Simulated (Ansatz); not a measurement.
# BSiN+ (doublet): inputs that go wrong

4 inputs are run for BSiN+ (doublet) as typed; the log has to tell whether the result can be used and what must change.

Method: the settings change from run to run; program: Ansatz 0.2.0, Gaussian basis.

13 further runs of the same task are left out: 1 for a known fault of the program, 4 that didn't finish, 8 set aside as unsound or not needed.

## (1) The geometry

The geometry is a PBE0/def2-TZVP stationary point (not a proven minimum) of the parent state, kept for this charge and spin.

3 atoms, charge 1, spin multiplicity 2.

Atoms are counted from 1 here; the program's logs count them from 0.

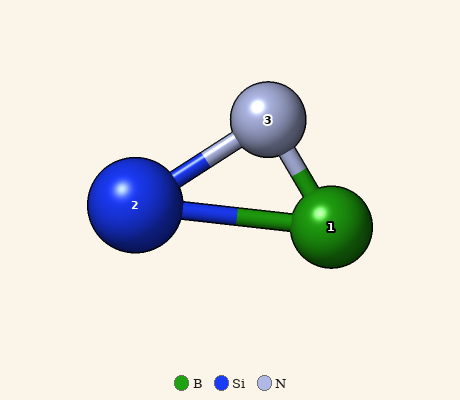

The geometry (boron green, silicon blue, nitrogen light blue); atoms are numbered from 1 in the order of the file.

## (2) Input 1

The input, in.yaml:

```yaml
crystal:
  periodic: [false, false, false]
  atoms:
    - {symbol: B, position_ang: [0.000000, 0.623020, 1.187620]}
    - {symbol: Si, position_ang: [0.000000, 0.060547, -0.812768]}
    - {symbol: N, position_ang: [0.000000, -0.602279, 0.713061]}
basis:
  gaussian: {orbitals: cc-pVDZ}
total_charge: 1
magnetization: {spin_polarized: false, initial_magnetization: 2}
correlation: {method: ccsd, electrons: all}
scf: {lower_state_search: off}
output: {forces: true}
```

Run with:

```
ansatz run in.yaml --threads 1 --pin off --events-out ev --progress --plain --max-ram 2393MiB
```

Output:

```text
Error: a molecule whose nuclei and cores have a total charge of 26 cannot have a net charge of 1 together with 2 unpaired electrons
```

Run time: 0.03 s. Hardware: 1 thread of Arm Neoverse V2, shared host.

What is wrong: The run was refused. The number of unpaired electrons doesn't fit the electron count. Cure: make charge and initial_magnetization agree.

## (3) Input 2

The input, in.yaml:

```yaml
crystal:
  periodic: [false, false, false]
  atoms:
    - {symbol: B, position_ang: [0.000000, 0.623020, 1.187620]}
    - {symbol: Si, position_ang: [0.000000, 0.060547, -0.812768]}
    - {symbol: N, position_ang: [0.000000, -0.602279, 0.713061]}
basis:
  gaussian: {orbitals: cc-pVDZ}
total_charge: 1
magnetization: {spin_polarized: true, initial_magnetization: 1}
correlation: {method: mp2, electrons: valence}
symmetry: c1
```

Launched as before.

Output:

```text
Error: YAML parse error: error: line 12 column 1: unknown field `symmetry`, expected one of crystal, accuracy, basis, kpoints, hamiltonian, magnetization, projection, total_charge, correlation, batch, efield, external_charges, scf, relax, neb, saddle, md, ramp, phonons, dielectric, real_time, elastic, magnetic_configurations, gw, evaluate, workflow, output, checkpoint, execution
  --> <input>:12:1
   |
10 | magnetization: {spin_polarized: true, initial_magnetization: 1}
11 | correlation: {method: mp2, electrons: valence}
12 | symmetry: c1
   | ^ unknown field `symmetry`, expected one of crystal, accuracy, basis, kpoints, hamiltonian, magnetization, projection, total_charge, correlation, batch, efield, external_charges, scf, relax, neb, saddle, md, ramp, phonons, dielectric, real_time, elastic, magnetic_configurations, gw, evaluate, workflow, output, checkpoint, execution
```

Wall time 0.03 s (1 thread of Arm Neoverse V2, shared host).

Diagnosis: The run was refused. The input holds a key that the program doesn't read here. Fix: remove it or spell it as the reference does.

## (4) Input 3

The input, in.yaml:

```yaml
crystal:
  periodic: [false, false, false]
  atoms:
    - {symbol: B, position_ang: [0.000000, 0.623020, 1.187620]}
    - {symbol: Si, position_ang: [0.000000, 0.060547, -0.812768]}
    - {symbol: N, position_ang: [0.000000, -0.602279, 0.713061]}
basis:
  gaussian: {orbitals: def2-SVP}
total_charge: 1
magnetization: {spin_polarized: false, initial_magnetization: 2}
correlation: {method: sc_nevpt2, electrons: valence, active_space: {window: {electrons: 5, orbitals: 3}}}
scf: {lower_state_search: light}
output: {forces: true}
```

The command is unchanged.

Output:

```text
Error: a molecule whose nuclei and cores have a total charge of 26 cannot have a net charge of 1 together with 2 unpaired electrons
```

It took 0.03 s on 1 thread of Arm Neoverse V2, shared host.

Diagnosis: The run was refused. The number of unpaired electrons doesn't fit the electron count. To mend it, make charge and initial_magnetization agree.

## (5) Input 4

The input, in.yaml:

```yaml
crystal:
  periodic: [false, false, false]
  atoms:
    - {symbol: B, position_ang: [0.000000, 0.623020, 1.187620]}
    - {symbol: Si, position_ang: [0.000000, 0.060547, -0.812768]}
    - {symbol: N, position_ang: [0.000000, -0.602279, 0.713061]}
basis:
  gaussian: {orbitals: cc-pVDZ}
total_charge: 1
magnetization: {spin_polarized: false, initial_magnetization: 1}
hamiltonian: {xc: pbe}
correlation: {active_space: {window: {electrons: 3, orbitals: 3}}}
scf: {lower_state_search: off}
```

Same command.

Output:

```text
Error: invalid value for `correlation.active_space`: it starts from restricted Hartree–Fock orbitals; set hamiltonian.xc: hf without magnetization.spin_polarized
```

Run time: 0.03 s. Hardware: 1 thread of Arm Neoverse V2, shared host.

**Diagnosis.** The run was refused. An active space is asked on a functional's orbitals. Cure: start from Hartree-Fock.

## (6) How the runs ended

```
input                 level    ended                                                            cause    time
    1  CCSD on ROHF/cc-pVDZ  refused  the number of unpaired electrons doesn't fit the electron count  0.03 s
    2    MP2 on UHF/cc-pVDZ  refused         the input holds a key that the program doesn't read here  0.03 s
    3  NEVPT2(5,3)/def2-SVP  refused  the number of unpaired electrons doesn't fit the electron count  0.03 s
    4   CASSCF(3,3)/cc-pVDZ  refused              an active space is asked on a functional's orbitals  0.03 s
```

4 refused.
